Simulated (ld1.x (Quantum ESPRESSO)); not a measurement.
## Al: pseudopotential generation

System: aluminium (Al, Z = 13), core [Ne], reference valence 3s1 3p0 (an ion of charge +2), valence charge 3.
Method: RRKJ potential, BP86, scalar-relativistic, made with ld1.x (Quantum ESPRESSO) 7.5.

Input file:
```
 &input
   title='Al', zed=13., rel=1, dft='BP', iswitch=3,
   config='[Ne] 3s1 3p0',
   nld=2, rlderiv=2.45, eminld=-4.0, emaxld=5.0, deld=0.02
 /
 &inputp
   pseudotype=2, tm=.false., rho0=0.02, lloc=-1, rcloc=1.50,
   nlcc=.false.,
   file_pseudopw='Al.UPF', file_wfcaegen='ae.wfc', file_wfcncgen='nc.wfc', file_beta='beta', file_chi='chi'
 /
2
3S  1  0   1.00   0.00  1.50  1.50  0.0
3P  2  1   0.00   0.00  2.25  2.25  0.0
 &test
   configts(1)='3s1 3p0'
 /
```

Hardware: 1 CPU thread, shared host.

Launched with:
```bash
ld1.x < Al.in > Al.out
```

Output:
```
     Program LD1 v.7.5
     --------------------------- All-electron run ----------------------------

     Al
     scalar relativistic calculation

     atomic number is 13.00
     dft =BP   lsd =0 sic =0 latt =0  beta=0.20 tr2=1.0E-14
     Exchange-correlation= BP
                           (   1   1   1   1   0   0   0)
     mesh =1135 r(mesh) = 100.48924 a.u. xmin = -7.00 dx = 0.01250
     1 Ry =  13.60569312 eV, c = 137.03599908

     n l     nl                  e(Ry)          e(Ha)          e(eV)
     1 0     1S 1( 2.00)      -112.6987       -56.3493     -1533.3436
     2 0     2S 1( 2.00)        -9.4765        -4.7382      -128.9340
     2 1     2P 1( 6.00)        -6.6458        -3.3229       -90.4212
     3 0     3S 1( 1.00)        -1.7552        -0.8776       -23.8813
     3 1     3P 1( 0.00)        -1.2739        -0.6369       -17.3319

     final scf error:  3.6E-15 reached in  17 iterations

     Etot =    -483.832731 Ry,    -241.916365 Ha,   -6582.879655 eV

     Ekin =     484.799332 Ry,     242.399666 Ha,    6596.030938 eV
     Encl =   -1140.660356 Ry,    -570.330178 Ha,  -15519.474763 eV
     Eh   =     208.293864 Ry,     104.146932 Ha,    2833.982389 eV
     Exc  =     -36.265570 Ry,     -18.132785 Ha,    -493.418219 eV

     normalization and overlap integrals

     s(1S/1S) =  1.000000  <r> =   0.1201  <r2> =    0.0194  r(max) =   0.0779
     s(2S/2S) =  1.000000  <r> =   0.6246  <r2> =    0.4675  r(max) =   0.4954
     s(2P/2P) =  1.000000  <r> =   0.6005  <r2> =    0.4576  r(max) =   0.4264
     s(3S/3S) =  1.000000  <r> =   2.2035  <r2> =    5.5533  r(max) =   1.9109
     s(3P/3P) =  1.000000  <r> =   2.5448  <r2> =    7.4684  r(max) =   2.1925

     ------------------------ End of All-electron run ------------------------

     --------------------- Generating NC pseudopotential ---------------------

      Generating local potential from pseudized AE potential:
      Matching radius rcloc =   1.5000

      Local pseudo, rcloc= 1.507 Estimated cut-off energy=     9.99 Ry
     Message from routine compute phi:
     negative determinant

      ld=   0.639378 f2ae -1.284334 faenor  0.177288
           0        1136        1135   100.48923853765868

 %%%%%%%%%%%%%%%%%%%%%%%%%%%%%%%%%%%%%%%%%%%%%%%%%%%%%%%%%%%%%%%%%%%%%%%%%%%%%%
     Error in routine compute_chi (1):
     n is too large
 %%%%%%%%%%%%%%%%%%%%%%%%%%%%%%%%%%%%%%%%%%%%%%%%%%%%%%%%%%%%%%%%%%%%%%%%%%%%%%

     stopping ...
```

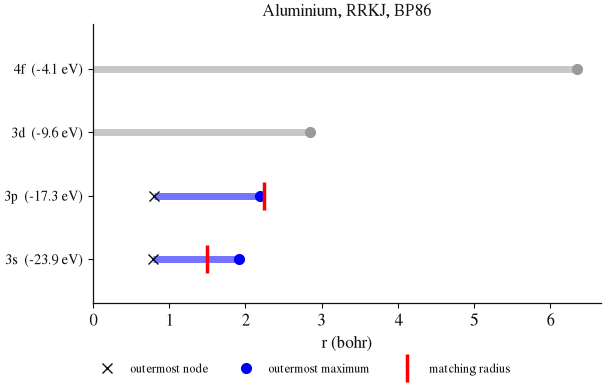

Outer shells of the all-electron reference atom: each bar runs from the outermost node (or the nucleus) to the outermost maximum of u(r); the tick is the radius chosen for the pseudo-wave. Shells without a tick have no pseudo-wave of their own. Levels, nodes and maxima are from ld1.x, scalar-relativistic.

- Radii against the shells: 3s: 1.50 bohr, between node and maximum; 3p: 2.25 bohr, outside the maximum.

What the run reported:

```tsv
quantity	value
outcome	ended with an error
```

Diagnosis:

The generator stopped with the message “compute_chi: n is too large”. In words: the routine that builds χ = (ε − T − V_loc)φ ran off the radial mesh.
